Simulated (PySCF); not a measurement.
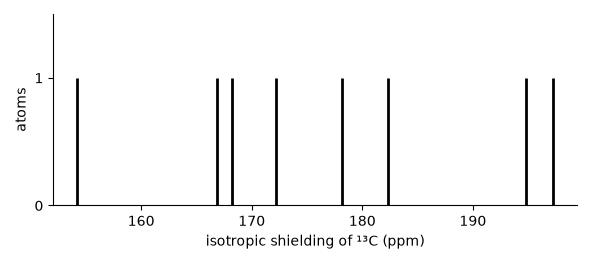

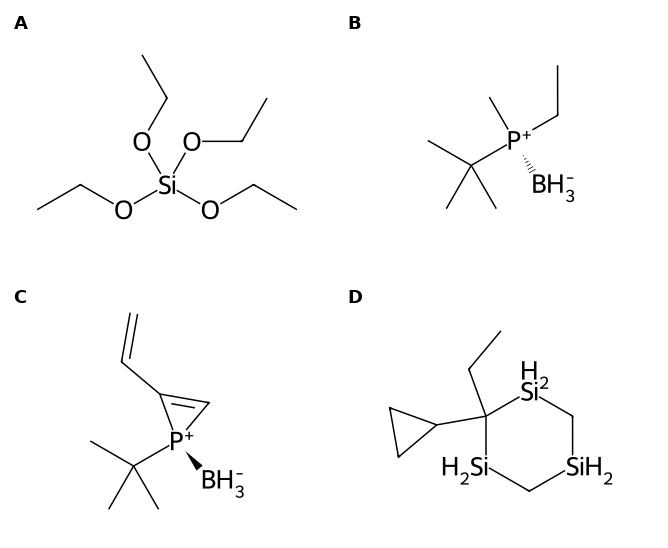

The sticks are computed shieldings of one of the molecules, for one fixed geometry (PBE0-D3(BJ)/def2-SVP) without averaging over rotations. Low shielding means a high chemical shift. Method: GIAO PBE0/pcSseg-1 NMR shielding, non-relativistic, gas phase (PySCF 2.14.0).

Match the spectrum to a structure.

D, `CCC1(C2CC2)[SiH2]C[SiH2]C[SiH2]1`. Its 8 C atoms give lines at 154.2, 166.9, 168.2, 172.2, 178.2, 182.3, 194.8, 197.3 ppm.
